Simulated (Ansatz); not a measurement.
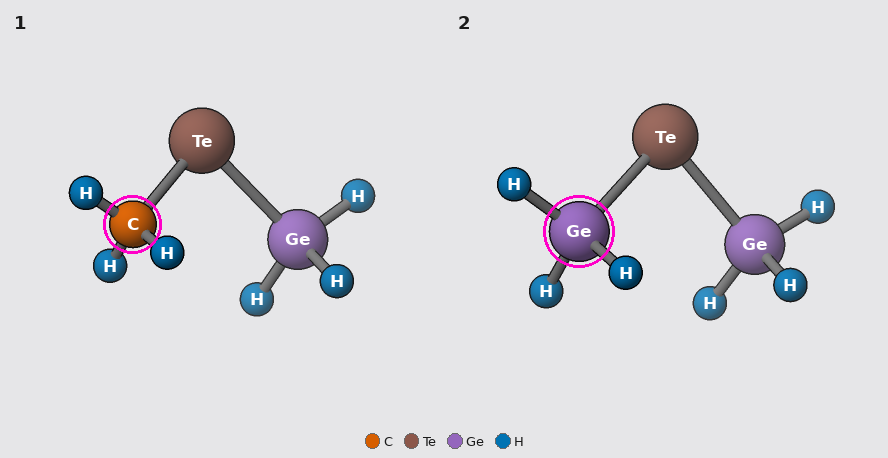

2 molecules with one skeleton, seen from the same side and at one scale; the atom that differs is circled. Each species is neutral and a spin singlet. Computed geometries: PBE0-D4/def2-TZVP optimisations, one conformation each. Properties computed with Ansatz 0.2.0. Elements past Kr carry core potentials.

One atom differs, called X below: C in panel 1, Ge in panel 2. Their formulas are CH6GeTe (`C[Te][GeH3]`), Ge2H6Te (`[GeH3][Te][GeH3]`).

> In which is the dipole moment larger (PBE-D4/def2-TZVPP)?

In panel 1 (X = C).

> In which is the HOMO–LUMO gap larger (PBE0-D4/def2-QZVPP)?

In panel 2 (X = Ge).

Give the values. With PBE0-D4/def2-TZVP: mean length of X–H (Å), length of X–Te (Å), mean angle H–X–H (°). With PBE0-D4/def2-QZVPP: HOMO energy (Kohn–Sham orbital) (eV), HOMO–LUMO gap (eV). With PBE-D4/def2-TZVPP: dipole moment (D).

```csv
quantity,1 (C),2 (Ge),2 − 1
mean length of X–H (Å),1.088,1.536,+0.448
length of X–Te (Å),2.149,2.555,+0.406
mean angle H–X–H (°),110.2,110.0,−0.2
HOMO energy (Kohn–Sham orbital) (eV),−6.07,−6.39,−0.32
HOMO–LUMO gap (eV),5.21,5.40,+0.19
dipole moment (D),1.08,0.69,−0.39
```
